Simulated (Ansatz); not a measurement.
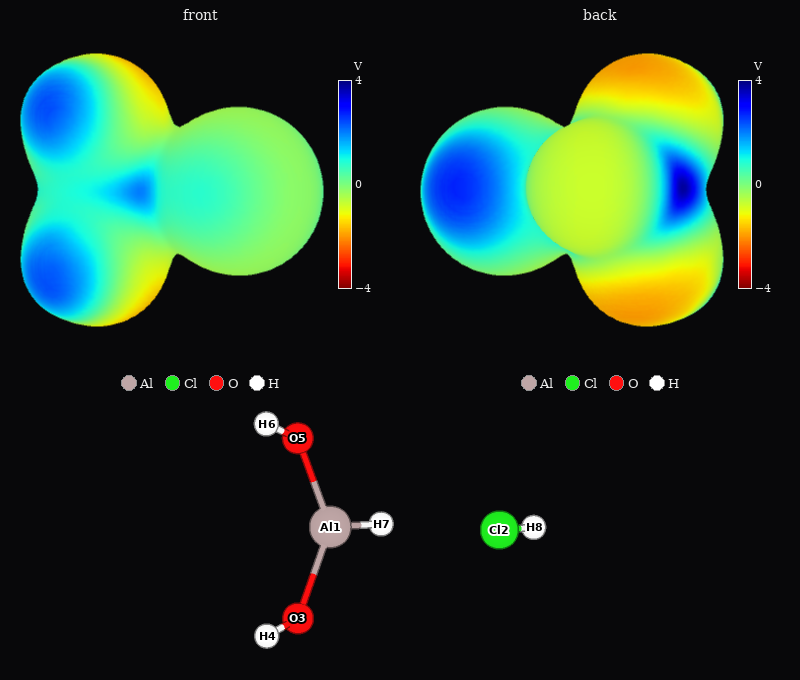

The picture shows: AlH3O2···HCl. The electrostatic potential painted on the density surface at 0.002 e/bohr³, seen from the front and from behind; red is negative and blue positive. The bare structure is drawn below in the same view.

These are results of RHF/def2-SVP (Ansatz), not measurements.

```xyz
8

Al   -0.0174    0.5330   -0.4671
Cl    0.0673    0.0958    2.6148
O     1.4358   -0.2483   -0.8222
H     1.6691   -1.1195   -1.0835
O    -1.5271   -0.1728   -0.7323
H    -1.8208   -1.0300   -0.9787
H     0.0325    2.0500   -0.0955
H     0.1051    1.3584    2.7831
```

Which sites attract a positive test charge, and which a negative one?

A positive charge is drawn to the negative regions and a negative charge to the positive ones. The most negative region (about −1.9 V, or −44 kcal/mol for a unit charge) lies over O3 and O5, the most positive (about +3.2 V, or +74 kcal/mol for a unit charge) over Al1. Cl2 shows a σ-hole: about +0.8 V, or +18 kcal/mol for a unit charge at the tip opposite its bond, against about −0.3 V on its flanks.
